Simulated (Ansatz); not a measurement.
# ZrPt3 (Pm-3m): test of the smearing width

The task is a test of the smearing width, for ZrPt3 (Pm-3m).

Computed with Ansatz 0.2.0, driven from Python. Level of theory: DFT PBEsol, plane waves, PAW.

**1. The structure**

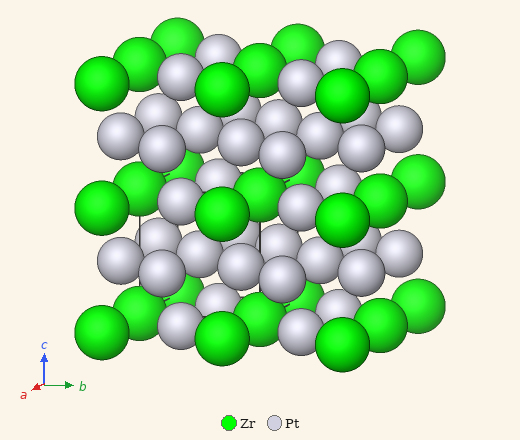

The structure that the script starts from, seen slightly off an axis (zirconium green, platinum light grey). 2×2×2 cells are drawn. Atoms on cell faces are repeated.

The script holds or builds the structure itself.

**2. The code**

The input, smear_zrpt3.py:

```python
# -*- coding: utf-8 -*-
"""Smearing width test for ZrPt3."""

import argparse

import ansatz as az
import matplotlib.pyplot as plt

parser = argparse.ArgumentParser(description="Smearing width test for ZrPt3.")
parser.add_argument("--kspacing", type=float, default=0.32, help="k-point sampling")
args = parser.parse_args()


def main():
    crystal = (
        az.Lattice.from_parameters(3.99, 3.99, 3.99, alpha=90.0, beta=90.0, gamma=90.0)
        .atom("Zr", [0.0, 0.0, 0.0])
        .atom("Pt", [0.0, 0.5, 0.5])
        .atom("Pt", [0.5, 0.0, 0.5])
        .atom("Pt", [0.5, 0.5, 0.0])
    )

    job = (
        crystal.calculation()
        .pseudopotentials("paw")
        .kpoints(spacing=args.kspacing)
        .functional(az.Functional.PBESOL)
        .stress()
    )

    rows = []
    for value in [0.3, 0.2, 0.1, 0.05]:
        r = job.occupations("cold", width=value).run().report
        rows.append((value, r["free_energy_ev"] / len(r["lattice"]["sites"]), r["n_iterations"], sum(r["stress_gpa"][i][i] for i in range(3)) / 3, r["n_kpoints"]))

    print("  width (eV)   F/atom (eV)    iterations       P (GPa)      k-points")
    for row in rows:
        print(f"{str(row[0]):>12s}  {row[1]:12.5f}  {row[2]:12d}  {row[3]:12.3f}  {row[4]:12d}")

    # the last row is the reference
    for row in rows[:-1]:
        shift = 1000 * (row[1] - rows[-1][1])
        print(f"{row[0]}: {shift:+.2f} meV/atom" + ("  (within 5 meV)" if abs(shift) < 5 else ""))
    plt.figure(figsize=(4.5, 3))
    plt.plot([str(row[0]) for row in rows], [1000 * (row[1] - rows[-1][1]) for row in rows], "o-")
    plt.xlabel("width (eV)")
    plt.ylabel("F - F(last) (meV/atom)")
    plt.tight_layout()
    plt.savefig("smear.png", dpi=100)


if __name__ == "__main__":
    main()
```

**3. The calls as engine input**

The engine receives this input (first run):

```yaml
crystal:
  lattice:
    a: 3.99
    b: 3.99
    c: 3.99
    alpha: 90.0
    beta: 90.0
    gamma: 90.0
  atoms:
    - { symbol: Zr, position: [0.0, 0.0, 0.0] }
    - { symbol: Pt, position: [0.0, 0.5, 0.5] }
    - { symbol: Pt, position: [0.5, 0.0, 0.5] }
    - { symbol: Pt, position: [0.5, 0.5, 0.0] }
kpoints:
  mp_grid:
    kspacing: 0.32
hamiltonian:
  xc: pbesol
  pseudopotentials:
    kind: paw
scf:
  occupations:
    method: cold
    width: 0.3
output:
  stress: true
```

**4. Running it**

The run is started by

```bash
$ python smear_zrpt3.py
```

Output:

```text
DeckWarning: basis.ecutwfc = 420 eV, auto-derived from the records' recommended cutoffs: set by Zr (normal level)
  width (eV)   F/atom (eV)    iterations       P (GPa)      k-points
         0.3  -10321.07789             5         1.369            10
         0.2  -10321.07881             6         1.372            10
         0.1  -10321.07841             5         1.364            10
        0.05  -10321.07822             5         1.364            10
0.3: +0.32 meV/atom  (within 5 meV)
0.2: -0.60 meV/atom  (within 5 meV)
0.1: -0.19 meV/atom  (within 5 meV)
```

(Warnings from the package without file and line.)

It took 6.5 s on 1 thread of Arm Neoverse V1, shared host; peak memory 0.43 GiB.

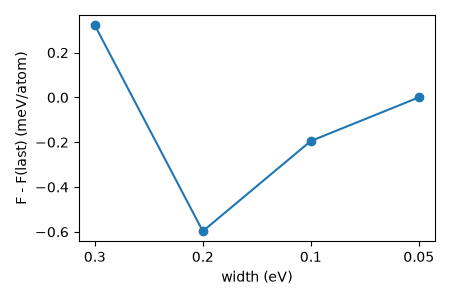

The script's own figure, smear.png.

**5. Inputs of later runs**

The engine's inputs for the other runs:

Run 2, against run 1:

```diff
@@ -24 +24 @@
-    width: 0.3
+    width: 0.2
```

Run 3, against run 1:

```diff
@@ -24 +24 @@
-    width: 0.3
+    width: 0.1
```

Run 4, against run 1:

```diff
@@ -24 +24 @@
-    width: 0.3
+    width: 0.05
```

Lines on the test bed's own set-up are left out of the output.

A comment line of the script is reworded here; the code is as run.

**6. Run by run**

From the records of these 4 runs:

```tsv
run	width (eV)	energy from run 4 (meV/atom)	the same at zero width (meV/atom)	pressure (GPa)	SCF cycles	CPU time (s)
1	0.3	0.32	-1.06	1.37	5	1.2
2	0.2	-0.60	-0.43	1.37	6	1.3
3	0.1	-0.19	-0.13	1.36	5	1.1
4	0.05	0.00	0.00	1.36	5	1.1
```

Energies are free energies F = E - TS of the smeared occupations. 

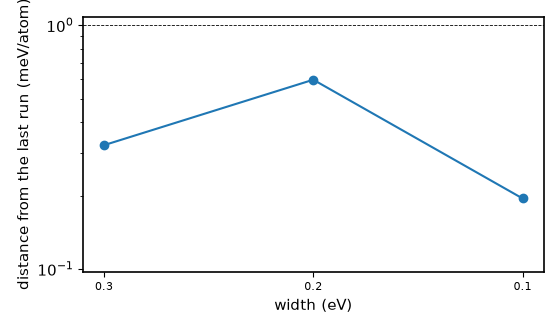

How far each run lies from the last one; the dashed line marks 1 meV/atom.

**7. What came out**

| quantity | value |
| --- | --- |
| runs compared | 4 |
| last run but one, from the last | -0.19 meV/atom |
| within 5 meV/atom of the last run from | 0.3 |

What this shows: Going from 0.05 to 0.3 eV changes F by +0.3 meV an atom. This scheme is built to cancel the term in the square of the width, so the shifts stay small and are partly the mesh's error. The pressure moves from 1.36 to 1.37 GPa. The run is spin-unpolarised. For a metal this k-point mesh is coarse: on a finer one energies can move by several to tens of meV an atom and pressures by half a GPa or more, differences at one mesh by less. The narrowest width needs the finest mesh, so the last row is no converged reference. Pressure is positive in compression. Spin-orbit coupling, which matters for elements this heavy, is left out.
